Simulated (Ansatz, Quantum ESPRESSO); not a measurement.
# Al2O2, 1 layer in a field-effect set-up, part 2 of 7

Wanted: induced charge and band edges of Al2O2, 1 layer beside a charged plate.

Quantum ESPRESSO 7.5; plane-wave DFT, PBE, GBRV ultrasoft pseudopotentials; geometry by Ansatz 0.2.0 with PAW datasets.

So far: The starting structure; Relaxation with Ansatz.

## (3) Self-consistent run: neutral sheet, no gate

The neutral sheet is the reference for densities and bands.

Level of this step: plane-wave DFT, PBE, GBRV ultrasoft pseudopotentials (Quantum ESPRESSO 7.5).

Contents of g0.in:

```
&control
  prefix = 'g0'
  outdir = './out'
  pseudo_dir = './pseudo'
  calculation = 'scf'
  tprnfor = .true.
  tefield = .true.
  dipfield = .true.
/
&system
  ibrav = 0
  nat = 4
  ntyp = 2
  ecutwfc = 40
  ecutrho = 200
  occupations = 'smearing'
  smearing = 'fd'
  degauss = 0.004
  edir = 3
  emaxpos = 0.210468
  eopreg = 0.01
  eamp = 0.0
  nbnd = 15
/
&electrons
  conv_thr = 1e-07
  mixing_beta = 0.4
  electron_maxstep = 120
  mixing_mode = 'local-TF'
/
ATOMIC_SPECIES
  O   15.9990  o_pbe_v1.2.uspp.F.UPF
  Al  26.9815  al_pbe_v1.uspp.F.UPF
CELL_PARAMETERS angstrom
  2.96592489609764 0.00000000000000 0.00000000000000
  -1.48296244804882 2.56856630573727 0.00000000000000
  0.00000000000000 0.00000000000000 26.07114263470000
ATOMIC_POSITIONS crystal
  O   0.333333333333 0.666666666667 0.424304947849
  Al  -0.000000000000 -0.000000000000 0.449719284111
  Al  0.000000000000 -0.000000000000 0.550280710080
  O   0.333333333333 0.666666666667 0.575695057960
K_POINTS automatic
  12 12 1 0 0 0
```

Run with:

```console
OMP_NUM_THREADS=1 mpirun -n 2 pw.x -nk 2 -in g0.in > g0.out
```

Log:

```text
Program PWSCF v.7.5 starts
[citation notice left out]

     Parallel version (MPI & OpenMP), running on       2 processor cores
     Number of MPI processes:                 2
     Threads/MPI process:                     1

     MPI processes distributed on     1 nodes
[...]
Current dimensions of program PWSCF are:
     Max number of different atomic species (ntypx) = 10
     Max number of k-points (npk) =  40000
     Max angular momentum in pseudopotentials (lmaxx) =  4
     Presently no symmetry can be used with electric field

     K-points division:     npool     =       2
     Subspace diagonalization in iterative solution of the eigenvalue problem:
     a serial algorithm will be used

     G-vector sticks info
     --------------------
     sticks:   dense  smooth     PW     G-vecs:    dense   smooth      PW
     Sum         433     349    121                64217    45895    9417

     Using Slab Decomposition

     bravais-lattice index     =            0
     lattice parameter (alat)  =       5.6048  a.u.
     unit-cell volume          =    1340.3172 (a.u.)^3
     number of atoms/cell      =            4
     number of atomic types    =            2
     number of electrons       =        18.00
     number of Kohn-Sham states=           15
     kinetic-energy cutoff     =      40.0000  Ry
     charge density cutoff     =     200.0000  Ry
     scf convergence threshold =      1.0E-07
     mixing beta               =       0.4000
     number of iterations used =            8  local-TF  mixing
     Exchange-correlation= SLA  PW   PBE  PBE
                           (   1   4   3   4   0   0   0)

     celldm(1)=   5.604786  celldm(2)=   0.000000  celldm(3)=   0.000000
     celldm(4)=   0.000000  celldm(5)=   0.000000  celldm(6)=   0.000000

     crystal axes: (cart. coord. in units of alat)
               a(1) = (   1.000000   0.000000   0.000000 )
               a(2) = (  -0.500000   0.866025   0.000000 )
               a(3) = (   0.000000   0.000000   8.790223 )

     reciprocal axes: (cart. coord. in units 2 pi/alat)
               b(1) = (  1.000000  0.577350 -0.000000 )
               b(2) = (  0.000000  1.154701  0.000000 )
               b(3) = (  0.000000 -0.000000  0.113763 )

     PseudoPot. # 1 for O  read from file:
     ./pseudo/o_pbe_v1.2.uspp.F.UPF
     Pseudo is Ultrasoft + core correction, Zval =  6.0
     Generated by new atomic code, or converted to UPF format
     Using radial grid of  737 points,  5 beta functions with:
                l(1) =   0
                l(2) =   0
                l(3) =   1
                l(4) =   1
                l(5) =   2
     Q(r) pseudized with  8 coefficients,  rinner =    0.900   0.900   0.900
                                                       0.900   0.900

     PseudoPot. # 2 for Al read from file:
     ./pseudo/al_pbe_v1.uspp.F.UPF
     Pseudo is Ultrasoft + core correction, Zval =  3.0
     Generated by new atomic code, or converted to UPF format
     Using radial grid of  893 points,  3 beta functions with:
                l(1) =   0
                l(2) =   1
                l(3) =   2
     Q(r) pseudized with  8 coefficients,  rinner =    0.900   0.900   0.900
                                                       0.900   0.900

     atomic species   valence    mass     pseudopotential
     O                 6.00    15.99900     O ( 1.00)
     Al                3.00    26.98150     Al( 1.00)

     No symmetry found

   Cartesian axes

     site n.     atom                  positions (alat units)
         1        O      tau(   1) = (  -0.0000000   0.5773503   3.7297353  )
         2        Al     tau(   2) = (   0.0000000   0.0000000   3.9531330  )
         3        Al     tau(   3) = (   0.0000000   0.0000000   4.8370904  )
         4        O      tau(   4) = (  -0.0000000   0.5773503   5.0604882  )

     number of k points=    74  Fermi-Dirac smearing, width (Ry)=  0.0040
                       cart. coord. in units 2pi/alat
        k(    1) = (   0.0000000   0.0000000   0.0000000), wk =   0.0138889
        k(    2) = (   0.0000000   0.0962250   0.0000000), wk =   0.0277778
        k(    3) = (   0.0000000   0.1924501   0.0000000), wk =   0.0277778
        k(    4) = (   0.0000000   0.2886751   0.0000000), wk =   0.0277778
        k(    5) = (   0.0000000   0.3849002   0.0000000), wk =   0.0277778
        k(    6) = (   0.0000000   0.4811252   0.0000000), wk =   0.0277778
        k(    7) = (   0.0000000  -0.5773503   0.0000000), wk =   0.0138889
        k(    8) = (   0.0833333   0.0481125   0.0000000), wk =   0.0277778
        k(    9) = (   0.0833333   0.1443376   0.0000000), wk =   0.0277778
        k(   10) = (   0.0833333   0.2405626   0.0000000), wk =   0.0277778
[...]
k(   74) = (  -0.5000000  -0.8660254   0.0000000), wk =   0.0138889

     Dense  grid:    64217 G-vectors     FFT dimensions: (  25,  25, 225)

     Smooth grid:    45895 G-vectors     FFT dimensions: (  24,  24, 200)

     Estimated max dynamical RAM per process >     147.83 MB

     Estimated total dynamical RAM >     279.99 MB

     Initial potential from superposition of free atoms

     starting charge      17.9951, renormalised to      18.0000

     negative rho (up, down):  2.565E-04 0.000E+00

     Adding external electric field

     Computed dipole along edir(3) :
        Dipole                0.0000 Ry au,          0.0000 Debye
        Dipole field          0.0000 Ry au,

        Potential amp.       -0.0000 Ry
        Total length         48.7746 bohr

     Starting wfcs are   16 randomized atomic wfcs

     total cpu time spent up to now is        2.3 secs

     per-process dynamical memory:    85.1 Mb

     Self-consistent Calculation

     iteration #  1     ecut=    40.00 Ry     beta= 0.40
     Davidson diagonalization with overlap
     ethr =  1.00E-02,  avg # of iterations =  5.2

     negative rho (up, down):  6.836E-06 0.000E+00

     Adding external electric field

     Computed dipole along edir(3) :
        Dipole               -0.0449 Ry au,         -0.1140 Debye
        Dipole field         -0.0004 Ry au,

        Potential amp.        0.0410 Ry
        Total length         48.7746 bohr

     total cpu time spent up to now is        9.7 secs

     total energy              =     -78.38633315 Ry
     estimated scf accuracy    <       0.91484277 Ry

     iteration #  2     ecut=    40.00 Ry     beta= 0.40
[...]
negative rho (up, down):  2.150E-07 0.000E+00

[...]
negative rho (up, down):  7.707E-05 0.000E+00

[...]
Dipole               -0.1904 Ry au,         -0.4840 Debye
[...]
total energy              =     -78.38349785 Ry
     estimated scf accuracy    <       0.00226772 Ry

     iteration # 10     ecut=    40.00 Ry     beta= 0.40
[...]
negative rho (up, down):  1.029E-06 0.000E+00

[...]
Dipole               -0.1310 Ry au,         -0.3329 Debye
[...]
total energy              =     -78.38299884 Ry
     estimated scf accuracy    <       0.00144883 Ry

     iteration # 11     ecut=    40.00 Ry     beta= 0.40
[...]
negative rho (up, down):  1.018E-06 0.000E+00

[...]
Dipole               -0.0996 Ry au,         -0.2533 Debye
[...]
total energy              =     -78.38280724 Ry
     estimated scf accuracy    <       0.00085821 Ry

     iteration # 12     ecut=    40.00 Ry     beta= 0.40
[...]
negative rho (up, down):  1.749E-03 0.000E+00

[...]
Dipole               -0.0308 Ry au,         -0.0782 Debye
[...]
total energy              =     -78.38264557 Ry
     estimated scf accuracy    <       0.00051995 Ry

     iteration # 13     ecut=    40.00 Ry     beta= 0.40
[...]
negative rho (up, down):  2.403E-03 0.000E+00

[...]
Dipole               -0.0205 Ry au,         -0.0522 Debye
[...]
total energy              =     -78.38268465 Ry
     estimated scf accuracy    <       0.00012449 Ry

     iteration # 14     ecut=    40.00 Ry     beta= 0.40
[...]
negative rho (up, down):  2.260E-03 0.000E+00

[...]
Dipole               -0.0115 Ry au,         -0.0292 Debye
[...]
total energy              =     -78.38267934 Ry
     estimated scf accuracy    <       0.00005767 Ry

     iteration # 15     ecut=    40.00 Ry     beta= 0.40
[...]
negative rho (up, down):  1.899E-03 0.000E+00

[...]
Dipole               -0.0066 Ry au,         -0.0167 Debye
[...]
total energy              =     -78.38267452 Ry
     estimated scf accuracy    <       0.00002465 Ry

     iteration # 16     ecut=    40.00 Ry     beta= 0.40
[...]
negative rho (up, down):  6.515E-04 0.000E+00

[...]
Dipole               -0.0025 Ry au,         -0.0063 Debye
[...]
total energy              =     -78.38266708 Ry
     estimated scf accuracy    <       0.00001636 Ry

     iteration # 17     ecut=    40.00 Ry     beta= 0.40
[...]
negative rho (up, down):  5.115E-04 0.000E+00

[...]
Dipole               -0.0022 Ry au,         -0.0057 Debye
[...]
total energy              =     -78.38266801 Ry
     estimated scf accuracy    <       0.00000269 Ry

     iteration # 18     ecut=    40.00 Ry     beta= 0.40
[...]
negative rho (up, down):  4.798E-04 0.000E+00

[...]
Dipole               -0.0004 Ry au,         -0.0011 Debye
[...]
total energy              =     -78.38266864 Ry
     estimated scf accuracy    <       0.00000078 Ry

     iteration # 19     ecut=    40.00 Ry     beta= 0.40
[...]
negative rho (up, down):  4.720E-04 0.000E+00

[...]
Dipole                0.0000 Ry au,          0.0000 Debye
[...]
total energy              =     -78.38266868 Ry
     estimated scf accuracy    <       0.00000020 Ry

     iteration # 20     ecut=    40.00 Ry     beta= 0.40
[...]
negative rho (up, down):  4.717E-04 0.000E+00

[...]
Dipole               -0.0001 Ry au,         -0.0002 Debye
[...]
End of self-consistent calculation

          k = 0.0000 0.0000 0.0000 (  5775 PWs)   bands (ev):

   -22.5505 -22.4847  -9.4937  -7.3748  -6.4911  -6.4911  -6.4710  -6.4710
    -4.3606  -0.2822   1.8654   2.5883   2.5894   3.1836   3.3991

          k = 0.0000 0.0962 0.0000 (  5763 PWs)   bands (ev):

   -22.4955 -22.4315  -9.4037  -7.3179  -6.8160  -6.7875  -6.5417  -6.5202
    -4.1987   0.0514   2.0559   2.7357   2.7559   3.3732   3.5367

          k = 0.0000 0.1925 0.0000 (  5744 PWs)   bands (ev):

   -22.3406 -22.2822  -9.1854  -7.6101  -7.4872  -7.0820  -6.6763  -6.6512
    -3.8844   0.8398   2.5268   3.1544   3.2396   3.8775   3.9325

          k = 0.0000 0.2887 0.0000 (  5756 PWs)   bands (ev):

   -22.1176 -22.0675  -9.1622  -8.4916  -7.8821  -6.8523  -6.8244  -6.8227
    -3.5626   1.7174   2.6409   3.7487   3.7740   4.1229   4.5583

          k = 0.0000 0.3849 0.0000 (  5712 PWs)   bands (ev):

   -21.8793 -21.8385  -9.6458  -9.2833  -7.5605  -7.0201  -6.9864  -6.5318
    -3.2580   1.2396   2.3405   4.3538   4.4965   5.1562   5.4150

          k = 0.0000 0.4811 0.0000 (  5712 PWs)   bands (ev):

   -21.6935 -21.6602 -10.1101  -9.8249  -7.1383  -7.1018  -7.0676  -6.3000
    -2.9724  -0.0770   2.5403   4.8073   5.1485   5.9566   6.1815

[...]
the Fermi energy is    -1.3223 ev

!    total energy              =     -78.38266871 Ry
     estimated scf accuracy    <       0.00000001 Ry
     smearing contrib. (-TS)   =      -0.00000002 Ry
     internal energy E=F+TS    =     -78.38266870 Ry

     The total energy is F=E-TS. E is the sum of the following terms:
     one-electron contribution =    -732.58540062 Ry
     hartree contribution      =     371.01783009 Ry
     xc contribution           =     -23.47110425 Ry
     ewald contribution        =     306.65600609 Ry
     electric field correction =       0.00000000 Ry

     convergence has been achieved in  20 iterations

     negative rho (up, down):  4.717E-04 0.000E+00

     Forces acting on atoms (cartesian axes, Ry/au):

     atom    1 type  1   force =     0.00000003    0.00000003   -0.00164684
     atom    2 type  2   force =    -0.00000002   -0.00000002    0.00221533
     atom    3 type  2   force =    -0.00000002   -0.00000002   -0.00223393
     atom    4 type  1   force =     0.00000001    0.00000001    0.00166544

     Total force =     0.003922     Total SCF correction =     0.000171

[...]
=------------------------------------------------------------------------------=
   JOB DONE.
=------------------------------------------------------------------------------=
[key lines of the parts left out:]
Dipole field         -0.0000 Ry au,
```

The job ended after 2 min (2 MPI ranks of Arm Neoverse V1, shared host; peak memory 0.3 GiB).

Numbers from this step:

```
free energy                          : -1066.4505 eV
Fermi energy                         : -1.322 eV
dipole along the normal              : -4.16e-5 e·Å
valence top, on the run's zero       : -1.975 eV
conduction bottom, on the run's zero : -0.6462 eV
gap by band count                    : 1.328 eV
```

The run needed 20 iterations to bring the estimated error under 1e-07 Ry.

## (4) Valence density

plot_num = 0 writes the valence density.

Contents of g0.rho.in:

```
&inputpp
  prefix = 'g0'
  outdir = './out'
  filplot = 'g0.rho.dat'
  plot_num = 0
/
```

Run with:

```console
OMP_NUM_THREADS=1 mpirun -n 2 pp.x -in g0.rho.in > g0.rho.out
```

Log:

```text
[banner, memory and clock lines left out]
Program POST-PROC v.7.5 starts

          URL

     ./out/g0.save/

     IMPORTANT: XC functional enforced from input :
     Exchange-correlation= PBE
                           (   1   4   3   4   0   0   0)
     Any further DFT definition will be discarded
     Please, verify this is what you really want

     negative rho (up, down):  4.717E-04 0.000E+00

     Adding external electric field

     Computed dipole along edir(3) :
        Dipole               -0.0001 Ry au,         -0.0002 Debye
        Dipole field         -0.0000 Ry au,

        Potential amp.        0.0001 Ry
        Total length         48.7746 bohr

     Calling punch_plot, plot_num =   0
     Writing data to file  g0.rho.dat
     Message from routine chdens:
     namelist plot not found or invalid, exiting
```

It took 0.94 s on 2 MPI ranks; peak memory 0.09 GiB.

Read from the output:

* electrons by integration: 18.00 e

Mean over planes. Table of valence density, planar mean by z:

```tsv
z (Å)	valence density, planar mean (e/Å³)
7.5	1.2e-5
10.0	0.0514
12.5	0.150
15.0	0.983
17.5	3.7e-4
20.0	0
```

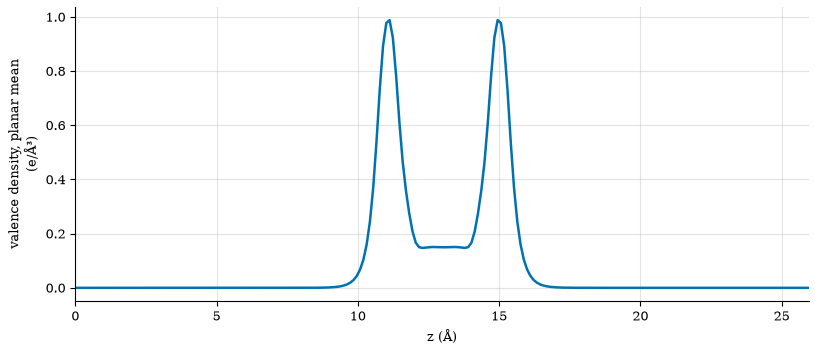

Valence density, planar mean against z.

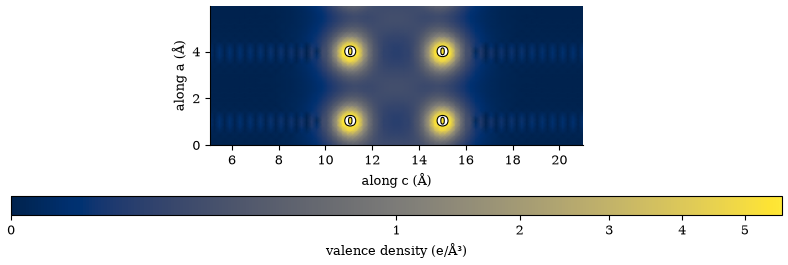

Valence density in the ca plane at fractional y = 0.667, with atoms of O within 0.2 Å of it. It is the smooth field of the valence electrons, not physical close to the nuclei. The colour scale is stretched toward low values. The far vacuum is left out of the map.

## (5) Potential by pp.x

The neutral sheet's potential is written as the reference.

Contents of g0.pot.in:

```
&inputpp
  prefix = 'g0'
  outdir = './out'
  filplot = 'g0.pot.dat'
  plot_num = 11
/
```

Run with:

```console
OMP_NUM_THREADS=1 mpirun -n 2 pp.x -in g0.pot.in > g0.pot.out
```

It took 0.92 s on 2 MPI ranks; peak memory 0.1 GiB.

(Part 2 of 7 ends here.)

[Logs are printed without paths, hosts, clocks, repeated set-up lines and the standing remarks that a program may print on its own settings, such as how far it seeks lower states.]

[Hosts, paths, dates, database ids (printed as entryN), source tags and the programs' standing remarks are cut or masked in the printed files.]

[Maps of the electrostatic potential energy from Ansatz leave out the sawtooth potential of an applied field or a dipole correction, so their vacuum need not be flat; planar profiles and work functions include it.]
